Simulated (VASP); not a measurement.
# A VASP study of Hf2Pt (vdW-DF): structure first, properties next, part 3 of 3

Aim: relax Hf2Pt, then compute properties on the relaxed cell. The cell is invented: other elements were put on sites of a known structure type. It may not be a known or stable phase.

VASP 6.6.1; vdW-DF; plane waves and PAW (Hf_pv, Pt); invented cell.

Still holding for the runs below: The k-mesh is coarse for a metal.

So far. Step 4 (Second relaxation): It ends with forces that vanish by symmetry and a pressure of 0.01 GPa. Step 5 (Density, ELF and potential (vdW-DF)): In this run the pressure is -0.01 GPa, small enough to go on. The relaxed cell has a = 4.857, c = 2.855 Å (conventional setting).

**6. Band structure (vdW-DF)**

Levels along the symmetry lines show where the bands peak and cross; KPOINTS_OPT computes them in the converged potential.

The input, INCAR:

```
SYSTEM = Hf2Pt
PREC = Accurate
ENCUT = 400
EDIFF = 1E-06
NELM = 100
ISMEAR = 1
SIGMA = 0.2
LREAL = .FALSE.
ALGO = Normal
GGA = RE
AGGAC = 0
LUSE_VDW = .TRUE.
LASPH = .TRUE.
LORBIT = 11
LWAVE = .FALSE.
LCHARG = .FALSE.
```

The input, POSCAR:

```
Hf2Pt
1.0
    4.8568933365     -0.0000000019      0.0000000000
   -2.4284466764      4.2061930150      0.0000000000
    0.0000000000      0.0000000000      2.8545304781
Hf Pt
2 1
Direct
    0.3333333300      0.6666666700      0.5000000000
    0.6666666700      0.3333333300      0.5000000000
    0.0000000000      0.0000000000      0.0000000000
```

The input, KPOINTS:

```
Automatic mesh
0
Gamma
5 5 7
0 0 0
```

The input, KPOINTS_OPT:

```
Line mode
16
Line-mode
Reciprocal
  0.00000000   0.00000000   0.00000000 GAMMA
  0.50000000   0.00000000   0.00000000 M

  0.50000000   0.00000000   0.00000000 M
  0.33333333   0.33333333   0.00000000 K

  0.33333333   0.33333333   0.00000000 K
  0.00000000   0.00000000   0.00000000 GAMMA

  0.00000000   0.00000000   0.00000000 GAMMA
  0.00000000   0.00000000   0.50000000 A

  0.00000000   0.00000000   0.50000000 A
  0.50000000   0.00000000   0.50000000 L

  0.50000000   0.00000000   0.50000000 L
  0.33333333   0.33333333   0.50000000 H

  0.33333333   0.33333333   0.50000000 H
  0.00000000   0.00000000   0.50000000 A

  0.50000000   0.00000000   0.50000000 L
  0.50000000   0.00000000   0.00000000 M

  0.33333333   0.33333333   0.00000000 K
  0.33333333   0.33333333   0.50000000 H
```

PAW data sets: Hf_pv and Pt (PBE family, release 64).

Started as:

```bash
mpirun -np 1 vasp_std
```

The log of the run:

```text
[... set-up lines as in an earlier step ...]
 entering main loop
       N       E                     dE             d eps       ncg     rms          rms(c)
[... 14 cycles as in an earlier step ...]
   1 F= -.16158027E+02 E0= -.16154645E+02  d E =-.101474E-01
 Start KPOINTS_OPT (optional k-point list driver)
k-point batch [1-20\144]
       N       E                     dE             ncg
DAV:   1    -0.167766178137E+04   -0.76187E+04      808
DAV:   2    -0.436359950169E+04   -0.26859E+04      905
DAV:   3    -0.446547981600E+04   -0.10188E+03     1010
DAV:   4    -0.446725079095E+04   -0.17710E+01      931
DAV:   5    -0.446729000494E+04   -0.39214E-01      914
DAV:   6    -0.446729174462E+04   -0.17397E-02      993
DAV:   7    -0.446729177318E+04   -0.28553E-04      882
DAV:   8    -0.446729177382E+04   -0.63851E-06      561
[...]
k-point batch [141-144\144]
       N       E                     dE             ncg
DAV:   1     0.114125729553E+05   -0.48679E+04      168
DAV:   2     0.108992231209E+05   -0.51335E+03      180
DAV:   3     0.108792949200E+05   -0.19928E+02      192
DAV:   4     0.108790012780E+05   -0.29364E+00      178
DAV:   5     0.108789931385E+05   -0.81396E-02      202
DAV:   6     0.108789930628E+05   -0.75675E-04      175
DAV:   7     0.108789930605E+05   -0.22779E-05      175
DAV:   8     0.108789930604E+05   -0.15123E-06      122
```

Run time: 81 s. Hardware: 1 MPI rank of AMD EPYC 7R43, shared host; peak memory 0.29 GiB.

Parts of OUTCAR (step 6):

```text
   NELECT =      30.0000    total number of electrons

 E-fermi :   6.6931

Total vdW correction in eV:      3.9695452

Total vdW correction in eV:      3.9695892

[... 20 parts as in an earlier step ...]

[... 2 further parts left out ...]
```

Spin-orbit coupling is off here; with elements this heavy it splits and shifts levels by tenths of an eV or more.

The electronic bands at the labelled points (eV, zero at the Fermi level; # counts the bands kept):

```
    point     #6     #7     #8     #9    #10    #11
        Γ  -1.95  -1.31  -1.31  -1.20  -1.03   0.77
        M  -2.03  -1.91  -1.07  -0.87  -0.71   0.30
        K  -2.43  -1.96  -1.96  -0.48  -0.39  -0.39
        Γ  -1.95  -1.31  -1.31  -1.20  -1.03   0.77
        A  -3.42   0.41   0.41   0.69   0.69   1.37
        L  -2.74  -1.15  -0.92   0.33   0.51   0.85
        H  -1.66  -1.66  -1.55   0.00   0.15   0.15
        A  -3.42   0.41   0.41   0.69   0.69   1.37
jump to L  -2.74  -1.15  -0.92   0.33   0.51   0.85
        M  -2.03  -1.91  -1.07  -0.87  -0.71   0.30
jump to K  -2.43  -1.96  -1.96  -0.48  -0.39  -0.39
        H  -1.66  -1.66  -1.55   0.00   0.15   0.15
```

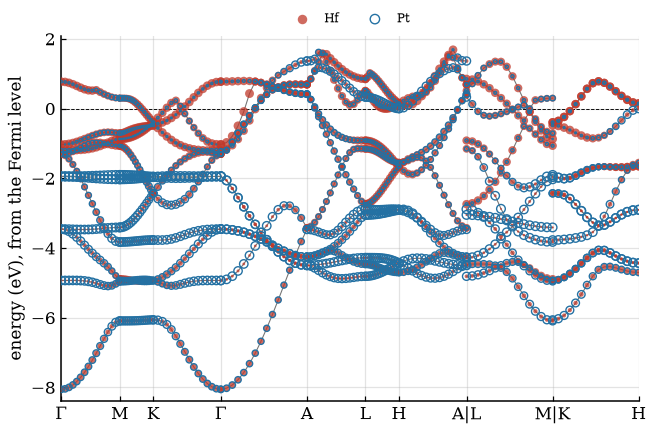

Electronic bands along the path; dots are coloured as in the legend, and their area grows with the weight.

There is no gap at this level.

**7. Total and projected DOS (vdW-DF)**

Here the states are counted by energy and projected on the atoms. The mesh is finer than in the run before.

Changes to INCAR since step 6:

```diff
@@ -5,3 +5,3 @@
 NELM = 100
-ISMEAR = 1
+ISMEAR = -5
 SIGMA = 0.2
@@ -16 +16,2 @@
 LCHARG = .FALSE.
+NEDOS = 2001
```

POSCAR is that of step 6.

The input, KPOINTS:

```
Automatic mesh
0
Gamma
7 7 10
0 0 0
```

Started as:

```bash
mpirun -np 1 vasp_std
```

The log of the run:

```text
[... set-up lines as in an earlier step ...]
 entering main loop
       N       E                     dE             d eps       ncg     rms          rms(c)
DAV:   1     0.114414192973E+03    0.11441E+03   -0.14325E+04  1936   0.122E+03
DAV:   2    -0.113567050969E+02   -0.12577E+03   -0.12076E+03  2081   0.293E+02
DAV:   3    -0.173397994565E+02   -0.59831E+01   -0.56291E+01  2457   0.432E+01
DAV:   4    -0.174496883097E+02   -0.10989E+00   -0.10454E+00  2311   0.588E+00
DAV:   5    -0.174515239317E+02   -0.18356E-02   -0.17326E-02  2293   0.692E-01    0.609E+01
DAV:   6    -0.167192653796E+02    0.73226E+00   -0.66654E+00  1994   0.160E+01    0.284E+01
DAV:   7    -0.173813361230E+02   -0.66207E+00   -0.13885E+01  2236   0.183E+01    0.244E+01
DAV:   8    -0.162027129431E+02    0.11786E+01   -0.64020E+00  2017   0.139E+01    0.223E+00
DAV:   9    -0.162068075971E+02   -0.40947E-02   -0.28666E-01  1988   0.332E+00    0.134E+00
DAV:  10    -0.162066600819E+02    0.14752E-03   -0.91819E-03  2375   0.537E-01    0.617E-01
DAV:  11    -0.162069726900E+02   -0.31261E-03   -0.15354E-03  2170   0.272E-01    0.132E-01
DAV:  12    -0.162068909828E+02    0.81707E-04   -0.87434E-05  2135   0.620E-02    0.600E-02
DAV:  13    -0.162068687344E+02    0.22248E-04   -0.68021E-05  2079   0.428E-02    0.316E-02
DAV:  14    -0.162068725154E+02   -0.37809E-05   -0.51905E-06  2015   0.149E-02    0.861E-03
DAV:  15    -0.162068754903E+02   -0.29750E-05   -0.11437E-06  1149   0.842E-03    0.240E-03
DAV:  16    -0.162068756257E+02   -0.13535E-06   -0.18178E-07  1086   0.298E-03
   1 F= -.16206876E+02 E0= -.16206876E+02  d E =0.000000E+00
 -----------------------------------------------------------------------------
|                                                                             |
|           W    W    AA    RRRRR   N    N  II  N    N   GGGG   !!!           |
|           W    W   A  A   R    R  NN   N  II  NN   N  G    G  !!!           |
|           W    W  A    A  R    R  N N  N  II  N N  N  G       !!!           |
|           W WW W  AAAAAA  RRRRR   N  N N  II  N  N N  G  GGG   !            |
|           WW  WW  A    A  R   R   N   NN  II  N   NN  G    G                |
|           W    W  A    A  R    R  N    N  II  N    N   GGGG   !!!           |
|                                                                             |
|     Tetrahedron method does not include variations of the Fermi             |
|     occupations, so forces and stress will be inaccurate. We suggest        |
|     using a different smearing scheme ISMEAR = 1 or 2 for metals in         |
|     relaxations.                                                            |
|                                                                             |
 -----------------------------------------------------------------------------
```

Elapsed: 66 s, on 1 MPI rank; peak memory 0.3 GiB.

Parts of OUTCAR (step 7):

```text
   k-points           NKPTS =     48   k-points in BZ     NKDIM =     48   number of bands    NBANDS=     19

   NELECT =      30.0000    total number of electrons

 E-fermi :   6.7484

 k-point     1 :       0.0000    0.0000    0.0000
  band No.  band energies     occupation
    ...
     12       4.7448      2.00000
     13       5.3832      2.00000
     14       5.3832      2.00000
     15       5.4986      2.00000
     16       5.6761      2.00000
     17       7.4672      0.00000
     18       7.4672      0.00000
     19      10.2500      0.00000

Total vdW correction in eV:      3.9719700

  Total        0.2052068      0.2052068     -0.8256778     -0.0000000      0.0000000     -0.0000000
  in kB        5.6379335      5.6379335    -22.6849991     -0.0000000      0.0000000     -0.0000000
  external PRESSURE =      -3.8030441 kB  Pullay stress =       0.0000000 kB

 POSITION                                       TOTAL-FORCE (eV/Angst)
 -----------------------------------------------------------------------------------
     -0.00000      2.80413      1.42727         0.000000     -0.000000      0.000000
      2.42845      1.40206      1.42727        -0.000000      0.000000      0.000000
      0.00000      0.00000      0.00000         0.000000      0.000000      0.000000
 -----------------------------------------------------------------------------------
    total drift:                               -0.000000      0.000000     -0.000000

  FREE ENERGIE OF THE ION-ELECTRON SYSTEM (eV)
  ---------------------------------------------------
  free  energy   TOTEN  =       -16.2068756257 eV

  energy  without entropy=      -16.2068756257  energy(sigma->0) =      -16.20687563

Total vdW correction in eV:      3.9719740

[... 6 parts as in an earlier step ...]

[... 10 further parts left out ...]
```

With tetrahedra the forces and stress of a metal are not exact derivatives of the energy.

Numbers from this step:

| Property | Result |
| --- | --- |
| SCF cycles | 16 |
| irreducible k-points | 48 |
| free energy (TOTEN) | -16.21 eV |
| Fermi energy | 6.748 eV |
| pressure | -0.3803 GPa |
| DOS at the Fermi level | 2.446 states/eV/cell |

The density of states has structure finer than the step of the table below, so its rows give means over 1 eV, whole bins alone (the curve runs from -12.0 to 1.85 eV). Peaks (eV: height): total -4.2: 7.82, -3.6: 8.82, -3.1: 6.49, 0.3: 6.13; Pt d -4.2: 4.22, -3.6: 6.10, -3.3: 4.06, -3.1: 4.70; Hf d -1.8: 1.34, -0.4: 1.89, 0.4: 3.44, 0.9: 2.49; Hf p -4.2: 0.358, -1.8: 0.344, 0.3: 0.784, 0.9: 0.557; Hf s -4.9: 0.501, -4.4: 0.365, -1.8: 0.181, 0.4: 0.170.

States under -12.0 eV and over 1.9 eV are left out. The density of states by energy, zero at the Fermi level; means over each step; values in states/eV/cell:

```
energy (eV)   total     Pt d     Hf d     Hf p    Hf s    Pt s
         -9       0        0        0        0       0       0
         -8  0.0559   3.7e-4   9.6e-5  0.00109  0.0140  0.0160
         -7   0.288  0.00729  0.00354   0.0139  0.0593  0.0844
         -6   0.611   0.0500   0.0279   0.0434  0.0746   0.189
         -5    2.08    0.827    0.193   0.0767   0.219   0.171
         -4    5.02     3.08    0.486    0.198   0.130   0.145
         -3    3.05     2.08    0.238   0.0989  0.0460  0.0286
         -2    2.68     1.20    0.534    0.132  0.0910  0.0183
         -1    2.88    0.457     1.26    0.211  0.0769  0.0127
          0    3.59    0.567     1.94    0.333   0.105  0.0111
          1    2.76    0.443     1.47    0.305  0.0933  0.0250
```

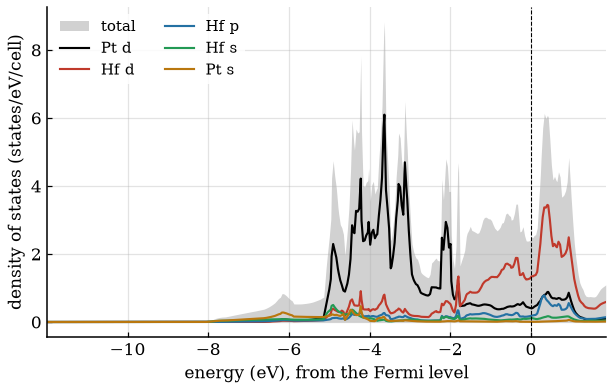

Density of states, plotted against energy.

The finer mesh and the other smearing move the Fermi level by +0.06 eV from the 5×5×7 run, one measure of the sampling error in the zero of the bands above. Of the states within 0.3 eV of the Fermi level, the largest shares in the PAW spheres are Hf d 53 %, Pt d 17 % and Hf p 9 %. The rest lies in smaller channels or between the spheres.

**8. Elastic constants (vdW-DF)**

IBRION = 6 with ISIF = 3 strains the cell both ways at fixed fractional positions, and adds the ions' share afterwards from the force constants. Stress converges slowly with the basis, so the cutoff is raised.

The input, INCAR:

```
SYSTEM = Hf2Pt
PREC = Accurate
ENCUT = 500
EDIFF = 1E-07
NELM = 100
ISMEAR = 1
SIGMA = 0.2
LREAL = .FALSE.
ALGO = Normal
GGA = RE
AGGAC = 0
LUSE_VDW = .TRUE.
LASPH = .TRUE.
LORBIT = 11
LWAVE = .FALSE.
LCHARG = .FALSE.
IBRION = 6
NFREE = 2
POTIM = 0.015
ISIF = 3
NSW = 1
```

POSCAR is that of step 7.

The input, KPOINTS:

```
Automatic mesh
0
Gamma
5 5 7
0 0 0
```

Started as:

```bash
mpirun -np 1 vasp_std
```

The log of the run:

```text
[... set-up lines as in an earlier step ...]
 entering main loop
       N       E                     dE             d eps       ncg     rms          rms(c)
DAV:   1     0.130907955270E+03    0.13091E+03   -0.16190E+04   792   0.146E+03
DAV:   2    -0.103178293320E+02   -0.14123E+03   -0.13624E+03   849   0.326E+02
DAV:   3    -0.173013219508E+02   -0.69835E+01   -0.65539E+01  1034   0.476E+01
DAV:   4    -0.174277224812E+02   -0.12640E+00   -0.12439E+00   945   0.665E+00
[...]
DAV:  14    -0.161576785784E+02    0.10589E-05   -0.11401E-05   944   0.195E-02    0.484E-03
DAV:  15    -0.161576784276E+02    0.15080E-06   -0.61473E-07   905   0.558E-03    0.557E-03
DAV:  16    -0.161576783998E+02    0.27826E-07   -0.82518E-08   493   0.165E-03
   1 F= -.16157678E+02 E0= -.16154300E+02  d E =-.101365E-01
[... from here on, the cycles between the ionic steps are left out ...]
   2 F= -.16150972E+02 E0= -.16147043E+02  d E =-.117852E-01
   3 F= -.16149756E+02 E0= -.16147664E+02  d E =-.627608E-02
   4 F= -.16150985E+02 E0= -.16147050E+02  d E =-.118051E-01
   5 F= -.16149763E+02 E0= -.16147688E+02  d E =-.622525E-02
   6 F= -.16146312E+02 E0= -.16144347E+02  d E =-.589459E-02
   7 F= -.16144912E+02 E0= -.16140809E+02  d E =-.123090E-01
   8 F= -.16156021E+02 E0= -.16152846E+02  d E =-.952694E-02
   9 F= -.16156021E+02 E0= -.16152846E+02  d E =-.952601E-02
  10 F= -.16157356E+02 E0= -.16153949E+02  d E =-.102181E-01
  11 F= -.16157355E+02 E0= -.16153949E+02  d E =-.102181E-01
  12 F= -.16157354E+02 E0= -.16153965E+02  d E =-.101678E-01
  13 F= -.16157354E+02 E0= -.16153965E+02  d E =-.101677E-01
  14 F= -.16157001E+02 E0= -.16153613E+02  d E =-.101628E-01
  15 F= -.16157001E+02 E0= -.16153613E+02  d E =-.101631E-01
  16 F= -.16157869E+02 E0= -.16154492E+02  d E =-.101319E-01
  17 F= -.16157869E+02 E0= -.16154492E+02  d E =-.101320E-01
  18 F= -.16157492E+02 E0= -.16154157E+02  d E =-.100033E-01
[...]
hard stop encountered!  aborting job ...
[...]
soft stop encountered!  aborting job ...
  19 F= -.16157492E+02 E0= -.16154157E+02  d E =-.100041E-01
 deleting file STOPCAR
```

Run time: 20 min. Hardware: 1 MPI rank; peak memory 0.41 GiB.

The run was stopped at its time limit, by a STOPCAR file.

More ranks or a longer limit would be the way on.

**9. Summary of results**

```
relaxed volume                            : 19.44 Å³/atom
relaxed conventional cell a, b, c         : 4.857, 4.857, 2.855 Å; angles 90.0, 90.0, 120.0°
space group after relaxing, within 0.02 Å : P6/mmm (No. 191)
band gap                                  : none, a metal
DOS at the Fermi level                    : 2.45 states/eV/cell
```

**Reading.** With vdW-DF, Hf2Pt relaxes to 19.44 Å³/atom in space group P6/mmm (held by the symmetry of the run) and comes out as a metal. Not obtained: elastic constants (vdW-DF), because the run hit its time limit. Band structure (vdW-DF): Of the bands kept, 5 cross the Fermi level on this path. Spin-orbit coupling is left out, and with elements this heavy it would split and shift bands near the Fermi level. The k-sampling is coarse for a metal, so the Fermi level, pressures and the shape of the cell carry errors. No search among competing phases was made. All values are for a static lattice at zero temperature.

[Lines on the potential files, build, host, timing and source positions are cut from VASP's logs without a mark.]

[Logs are printed without paths, hosts, clocks, repeated set-up lines and the standing remarks that a program may print on its own settings, such as how far it seeks lower states.]

[Hosts, paths, dates, database ids (printed as entryN), source tags and the programs' standing remarks are cut or masked in the printed files.]

[A measured line is paired with the nearest computed mode of its activity, which favours agreement.]
